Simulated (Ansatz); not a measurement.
**Molecular dynamics, with input and output: TiHCl₃O (part 3 of 3)**

Continued. System: TiHCl₃O. Method: RKS PBE0-D4/def2-SVP (Ansatz 0.2.0). It belongs to a series of runs on one base structure; here: dynamics from the start.

Geometry of the input (Å):
```
Ti -0.0310  -0.0284  -0.0488
O  -0.1444  -0.0846  1.6733
H  -0.7120  -0.1483  2.4485
Cl 2.0617  0.0033  -0.6389
Cl -1.0525  1.7538  -0.7586
Cl -1.0289  -1.7772  -0.8660
```

Output, continued:
```
md step   197: t =    49.25 fs  T =  1028.6 K (target 4620.0 K)  F+E_penalty+E_count = -62716.37860577 eV  E_kin = 0.531850 eV  conserved = -62715.91075524 eV  (28 SCF iters, 3 dispersion substeps)
md step   198: t =    49.50 fs  T =  1010.5 K (target 4633.3 K)  F+E_penalty+E_count = -62716.36854294 eV  E_kin = 0.522474 eV  conserved = -62715.91074259 eV  (28 SCF iters, 3 dispersion substeps)
md step   199: t =    49.75 fs  T =   998.4 K (target 4646.7 K)  F+E_penalty+E_count = -62716.36163565 eV  E_kin = 0.516233 eV  conserved = -62715.91074664 eV  (31 SCF iters, 3 dispersion substeps)
md step   200: t =    50.00 fs  T =   992.3 K (target 4660.0 K)  F+E_penalty+E_count = -62716.35781890 eV  E_kin = 0.513066 eV  conserved = -62715.91076701 eV  (29 SCF iters, 3 dispersion substeps)
md step   201: t =    50.25 fs  T =   991.5 K (target 4673.3 K)  F+E_penalty+E_count = -62716.35675851 eV  E_kin = 0.512644 eV  conserved = -62715.91080254 eV  (29 SCF iters, 3 dispersion substeps)
md step   202: t =    50.50 fs  T =   994.9 K (target 4686.7 K)  F+E_penalty+E_count = -62716.35787194 eV  E_kin = 0.514389 eV  conserved = -62715.91085088 eV  (37 SCF iters, 3 dispersion substeps)
md step   203: t =    50.75 fs  T =  1000.9 K (target 4700.0 K)  F+E_penalty+E_count = -62716.36036758 eV  E_kin = 0.517516 eV  conserved = -62715.91090858 eV  (37 SCF iters, 3 dispersion substeps)
md step   204: t =    51.00 fs  T =  1007.8 K (target 4713.3 K)  F+E_penalty+E_count = -62716.36330347 eV  E_kin = 0.521090 eV  conserved = -62715.91097039 eV  (37 SCF iters, 3 dispersion substeps)
md step   205: t =    51.25 fs  T =  1013.7 K (target 4726.7 K)  F+E_penalty+E_count = -62716.36566983 eV  E_kin = 0.524106 eV  conserved = -62715.91103005 eV  (36 SCF iters, 3 dispersion substeps)
md step   206: t =    51.50 fs  T =  1016.6 K (target 4740.0 K)  F+E_penalty+E_count = -62716.36649199 eV  E_kin = 0.525598 eV  conserved = -62715.91107960 eV  (37 SCF iters, 3 dispersion substeps)
md step   207: t =    51.75 fs  T =  1014.9 K (target 4753.3 K)  F+E_penalty+E_count = -62716.36495329 eV  E_kin = 0.524753 eV  conserved = -62715.91111146 eV  (37 SCF iters, 3 dispersion substeps)
md step   208: t =    52.00 fs  T =  1007.7 K (target 4766.7 K)  F+E_penalty+E_count = -62716.36052100 eV  E_kin = 0.521042 eV  conserved = -62715.91111792 eV  (37 SCF iters, 3 dispersion substeps)
md step   293: t =    73.25 fs  T =  1804.0 K (target 5900.0 K)  F+E_penalty+E_count = -62716.66677355 eV  E_kin = 0.932752 eV  conserved = -62715.91110291 eV  (36 SCF iters, 3 dispersion substeps)
md step   294: t =    73.50 fs  T =  1818.0 K (target 5913.3 K)  F+E_penalty+E_count = -62716.67173150 eV  E_kin = 0.939967 eV  conserved = -62715.91108920 eV  (36 SCF iters, 3 dispersion substeps)
md step   295: t =    73.75 fs  T =  1826.2 K (target 5926.7 K)  F+E_penalty+E_count = -62716.67368822 eV  E_kin = 0.944227 eV  conserved = -62715.91105378 eV  (36 SCF iters, 3 dispersion substeps)
md step   296: t =    74.00 fs  T =  1829.7 K (target 5940.0 K)  F+E_penalty+E_count = -62716.67314021 eV  E_kin = 0.946014 eV  conserved = -62715.91100378 eV  (36 SCF iters, 3 dispersion substeps)
md step   297: t =    74.25 fs  T =  1829.8 K (target 5953.3 K)  F+E_penalty+E_count = -62716.67083129 eV  E_kin = 0.946061 eV  conserved = -62715.91094559 eV  (28 SCF iters, 3 dispersion substeps)
md step   298: t =    74.50 fs  T =  1828.2 K (target 5966.7 K)  F+E_penalty+E_count = -62716.66764475 eV  E_kin = 0.945240 eV  conserved = -62715.91088614 eV  (29 SCF iters, 3 dispersion substeps)
md step   299: t =    74.75 fs  T =  1826.7 K (target 5980.0 K)  F+E_penalty+E_count = -62716.66449937 eV  E_kin = 0.944464 eV  conserved = -62715.91083058 eV  (29 SCF iters, 3 dispersion substeps)
these checks for a lower state are left out or cut short: starts, cluster_reference, orbital_swaps, neighbouring_geometries, increment
1112 factors; integrals over basis functions are off by at most 4.4e-4 eV
mean field -62716.46759291 eV, -2304.7876732908 hartree, gradient 1.8e-5 eV, S^2 0.000000; 0 other end points of the search recorded, 0 dependent functions left out
the calculation of the forces begins
reference -62716.46767220 eV, -2304.7876762049 hartree; 41, 41 occupied and 63, 63 virtual orbitals, 1112 factors
1112 factors; integrals over basis functions are off by at most 4.4e-4 eV
mean field evaluation 2272: about -62713.8055 eV, gradient 3.9e1 eV
mean field -62716.46759291 eV, -2304.7876732908 hartree, gradient 1.8e-5 eV, S^2 0.000000; 1 other end points of the search recorded, 0 dependent functions left out
the calculation of the forces begins
reference -62716.46767220 eV, -2304.7876762049 hartree; 41, 41 occupied and 63, 63 virtual orbitals, 1112 factors
md step   300: t =    75.00 fs  T =  1826.9 K (target 5993.3 K)  F+E_penalty+E_count = -62716.66226398 eV  E_kin = 0.944600 eV  conserved = -62715.91078285 eV  (31 SCF iters, 3 dispersion substeps)
```

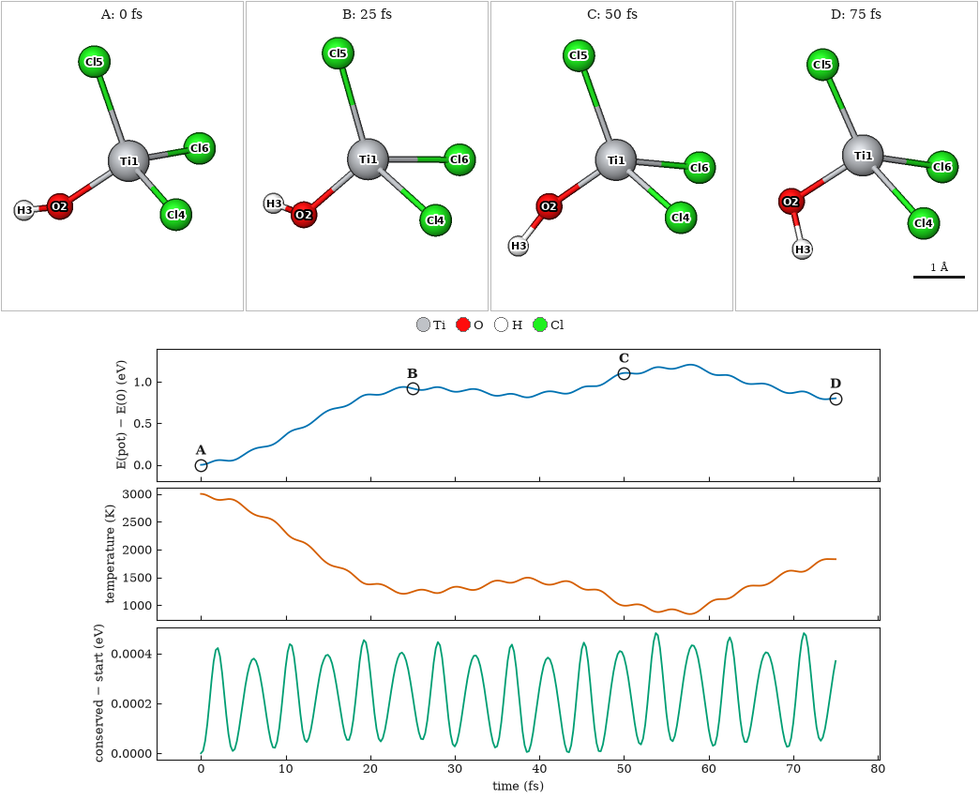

Figure 1. Frames of the molecular dynamics (ball-and-stick, seen at a tilt) above the curves, on which the letters mark them. The trajectory kept here has 301 frames over 75 fs. The temperature starts at 3000 K, ranges from 842 to 3000 K and averages 1273 K over the second half. The potential energy ends 0.800 eV above its first value. The conserved quantity stays within 0.00048 eV. After an unweighted best fit of the last frame on the first, the root-mean-square displacement is 0.54 Å, and H3 has moved furthest (0.92 Å).

```
Total energy: -62716.66234327 eV, -2304.7948302348 hartree
Atom 0 at    -0.154956     0.128739    -0.112472 Å, force     2.080945    -2.867729     0.951703 eV/Å
Atom 1 at    -0.277693     0.079026     1.651159 Å, force     2.221686    -0.804395    -0.110663 eV/Å
Atom 2 at     0.623553    -0.311772     1.921871 Å, force    -1.793886     0.610855    -0.051825 eV/Å
Atom 3 at     1.962837    -0.339241    -0.665946 Å, force    -0.111729     1.024501     0.369876 eV/Å
Atom 4 at    -1.121222     1.867783    -0.606351 Å, force    -1.282548     2.239871    -1.032750 eV/Å
Atom 5 at    -0.671812    -1.830022    -0.880239 Å, force    -1.114467    -0.203103    -0.126341 eV/Å
Dipole moment:     0.061690     0.138734     0.218898 e Å
```

Trajectory as extended XYZ (Å, eV, eV/Å), 15 of the 301 frames kept, from step=0 to step=300:
```
6
Properties=species:S:1:pos:R:3:forces:R:3 step=0 time_fs=0.0 energy=-62717.46227 temperature=3000.0
Ti   -0.0310   -0.0284   -0.0488   -0.0016  -0.0009   0.0063
O    -0.1444   -0.0846    1.6733   -0.0026  -0.0008  -0.0029
H    -0.7120   -0.1483    2.4485    0.0037   0.0014  -0.0004
Cl    2.0617    0.0033   -0.6389   -0.0007   0.0001   0.0002
Cl   -1.0525    1.7538   -0.7586    0.0004  -0.0016  -0.0012
Cl   -1.0289   -1.7772   -0.8660    0.0007   0.0018  -0.0021
6
Properties=species:S:1:pos:R:3:forces:R:3 step=21 time_fs=5.2 energy=-62717.32913 temperature=2743.2
Ti   -0.0617    0.0121   -0.0115    0.6269  -0.6082  -0.8525
O    -0.1137   -0.0926    1.7226   -1.4933  -0.0102   0.9504
H    -0.8572   -0.1465    2.3933    1.3365   0.0915  -1.1006
Cl    2.0686   -0.0610   -0.6659   -0.8538   0.1651   0.3233
Cl   -1.0824    1.8084   -0.7723    0.1898  -0.4020   0.2528
Cl   -0.9742   -1.8186   -0.8964    0.1939   0.7638   0.4268
6
Properties=species:S:1:pos:R:3:forces:R:3 step=43 time_fs=10.8 energy=-62717.05262 temperature=2210.2
Ti   -0.0900    0.0509    0.0227    1.1943  -1.1498  -1.3860
O    -0.0928   -0.0998    1.7750    1.4241   0.2864  -1.9616
H    -0.8771   -0.1387    2.2732   -1.7818  -0.1130   1.4742
Cl    2.0690   -0.1271   -0.6916   -1.4594   0.3873   0.5992
Cl   -1.1121    1.8624   -0.7845    0.3752  -0.7773   0.4905
Cl   -0.9155   -1.8558   -0.9249    0.2475   1.3665   0.7837
6
Properties=species:S:1:pos:R:3:forces:R:3 step=64 time_fs=16.0 energy=-62716.78083 temperature=1688.0
Ti   -0.1105    0.0815    0.0477    1.4647  -1.5032  -1.6131
O    -0.0744   -0.1032    1.8093   -1.9336   0.2183  -0.3442
H    -0.9624   -0.1400    2.2777    1.4955   0.0363  -0.4496
Cl    2.0585   -0.1872   -0.7116   -1.6975   0.6000   0.7677
Cl   -1.1377    1.9080   -0.7925    0.5060  -1.0321   0.6510
Cl   -0.8576   -1.8811   -0.9462    0.1649   1.6809   0.9882
6
Properties=species:S:1:pos:R:3:forces:R:3 step=86 time_fs=21.5 energy=-62716.61114 temperature=1366.3
Ti   -0.1233    0.1047    0.0643    1.5105  -1.6781  -1.7130
O    -0.0714   -0.1022    1.8294   -0.8344   0.3181  -1.1379
H    -0.9171   -0.1439    2.3137    0.3716  -0.0107   0.1466
Cl    2.0339   -0.2455   -0.7265   -1.6771   0.8051   0.8547
Cl   -1.1605    1.9476   -0.7957    0.6318  -1.2489   0.7582
Cl   -0.7956   -1.8942   -0.9606   -0.0025   1.8145   1.0915
6
Properties=species:S:1:pos:R:3:forces:R:3 step=107 time_fs=26.8 energy=-62716.55274 temperature=1263.2
Ti   -0.1271    0.1175    0.0704    1.2970  -1.6522  -1.7242
O    -0.0791   -0.0958    1.8284    0.3085   0.3856  -1.8193
H    -0.8301   -0.1515    2.4064   -0.6951  -0.0728   0.8110
Cl    1.9976   -0.2951   -0.7342   -1.3947   0.9763   0.8545
Cl   -1.1774    1.9760   -0.7930    0.7266  -1.3857   0.7921
Cl   -0.7363   -1.8928   -0.9661   -0.2423   1.7488   1.0859
6
Properties=species:S:1:pos:R:3:forces:R:3 step=129 time_fs=32.2 energy=-62716.55027 temperature=1274.3
Ti   -0.1235    0.1212    0.0666    0.8221  -1.4007  -1.6736
O    -0.0943   -0.0830    1.8043   -1.6651   0.0896   0.8748
H    -0.7317   -0.1666    2.5888    1.4259   0.1791  -1.6678
Cl    1.9484   -0.3395   -0.7355   -0.7649   1.1240   0.7539
Cl   -1.1894    1.9947   -0.7838    0.7837  -1.4313   0.7515
Cl   -0.6759   -1.8775   -0.9632   -0.6018   1.4393   0.9612
6
Properties=species:S:1:pos:R:3:forces:R:3 step=150 time_fs=37.5 energy=-62716.62674 temperature=1443.3
Ti   -0.1154    0.1169    0.0535    0.2276  -0.9345  -1.4755
O    -0.1217   -0.0672    1.7762    0.4877   0.3988  -1.9992
H    -0.5022   -0.1663    2.6251   -0.6326  -0.1965   1.5103
Cl    1.8953   -0.3735   -0.7310    0.1635   1.2425   0.5677
Cl   -1.1949    2.0017   -0.7692    0.8173  -1.4201   0.6610
Cl   -0.6225   -1.8518   -0.9530   -1.0636   0.9097   0.7356
6
Properties=species:S:1:pos:R:3:forces:R:3 step=171 time_fs=42.8 energy=-62716.60454 temperature=1427.4
Ti   -0.1060    0.1074    0.0321   -0.5182  -0.1630  -1.1555
O    -0.1500   -0.0472    1.7378   -0.2569   0.0105   1.0645
H    -0.2979   -0.1750    2.7015    0.1923   0.0953  -1.0504
Cl    1.8433   -0.3985   -0.7222    1.4713   1.3114   0.2761
Cl   -1.1944    1.9981   -0.7495    0.7787  -1.2910   0.5059
Cl   -0.5767   -1.8192   -0.9374   -1.6671   0.0369   0.3595
6
Properties=species:S:1:pos:R:3:forces:R:3 step=193 time_fs=48.2 energy=-62716.44245 temperature=1146.3
Ti   -0.0992    0.0966    0.0027   -1.2711   0.8622  -0.4855
O    -0.1851   -0.0242    1.7040    0.2461  -0.1990   2.0273
H    -0.0203   -0.1850    2.6728   -0.2453   0.2031  -1.6147
Cl    1.8004   -0.4144   -0.7107    2.9509   1.3291  -0.0620
Cl   -1.1875    1.9840   -0.7246    0.6678  -1.0538   0.2880
Cl   -0.5419   -1.7847   -0.9180   -2.3485  -1.1416  -0.1531
6
Properties=species:S:1:pos:R:3:forces:R:3 step=214 time_fs=53.5 energy=-62716.29659 temperature=893.1
Ti   -0.0996    0.0909   -0.0284   -1.6077   1.6479   0.3883
O    -0.2158   -0.0025    1.6869   -0.8057   0.3984  -1.3658
H     0.1987   -0.1835    2.4977    0.8946  -0.4727   1.8152
Cl    1.7811   -0.4194   -0.7000    3.8712   1.3103  -0.2627
Cl   -1.1757    1.9622   -0.6982    0.4728  -0.7097   0.0409
Cl   -0.5262   -1.7600   -0.9003   -2.8253  -2.1741  -0.6160
6
Properties=species:S:1:pos:R:3:forces:R:3 step=236 time_fs=59.0 energy=-62716.29200 temperature=915.2
Ti   -0.1094    0.0944   -0.0593   -1.1758   1.6201   1.0317
O    -0.2484    0.0211    1.6739    1.6689  -0.5139   1.6355
H     0.4550   -0.2122    2.3588   -1.4902   0.3953  -1.2912
Cl    1.7914   -0.4143   -0.6906    3.7739   1.2659  -0.2420
Cl   -1.1596    1.9334   -0.6700    0.1082  -0.1073  -0.2606
Cl   -0.5321   -1.7510   -0.8864   -2.8849  -2.6600  -0.8735
6
Properties=species:S:1:pos:R:3:forces:R:3 step=257 time_fs=64.2 energy=-62716.47762 temperature=1317.4
Ti   -0.1254    0.1065   -0.0837   -0.1805   0.4482   1.3241
O    -0.2674    0.0407    1.6743    0.3255   0.0038  -0.4161
H     0.5561   -0.2176    2.1053    0.0399  -0.1540   0.4435
Cl    1.8301   -0.3994   -0.6831    2.6478   1.2283  -0.0165
Cl   -1.1430    1.9047   -0.6445   -0.3704   0.6828  -0.5668
Cl   -0.5599   -1.7622   -0.8795   -2.4623  -2.2092  -0.7681
6
Properties=species:S:1:pos:R:3:forces:R:3 step=279 time_fs=69.8 energy=-62716.60022 temperature=1621.5
Ti   -0.1434    0.1218   -0.1019    1.0888  -1.4358   1.2600
O    -0.2769    0.0600    1.6684   -0.0467   0.1841  -0.9629
H     0.5921   -0.2392    1.9411    0.5477  -0.3667   0.7958
Cl    1.8926   -0.3735   -0.6753    1.1138   1.1525   0.2310
Cl   -1.1284    1.8797   -0.6218   -0.9386   1.6465  -0.8756
Cl   -0.6095   -1.7918   -0.8781   -1.7650  -1.1807  -0.4483
6
Properties=species:S:1:pos:R:3:forces:R:3 step=300 time_fs=75.0 energy=-62716.66226 temperature=1826.9
Ti   -0.1550    0.1287   -0.1125    2.0809  -2.8677   0.9517
O    -0.2777    0.0790    1.6512    2.2217  -0.8044  -0.1107
H     0.6236   -0.3118    1.9219   -1.7939   0.6109  -0.0518
Cl    1.9628   -0.3392   -0.6659   -0.1117   1.0245   0.3699
Cl   -1.1212    1.8678   -0.6064   -1.2825   2.2399  -1.0328
Cl   -0.6718   -1.8300   -0.8802   -1.1145  -0.2031  -0.1263
```

Key numbers:

- outcome: finished
- mean temperature over the second half: 1273 K
- trajectory: 300 steps, 75 fs
- ensemble: nvt_nose_hoover
- temperature in the input: 3000.0 K
- time step: 0.25 fs
- potential energy (last step): −62716.6623 eV
- mean-field energy (last step): −62716.4677 eV
- largest force (length of the vector) (last step): 3.669 eV/Å
- wall time: 19 min (CPU time 36 min)
- peak memory: 0.27 GiB

Notes:

So short a trajectory is not equilibrated. The temperature stays far from the 3000 K of the thermostat over the second half: the run isn't equilibrated.
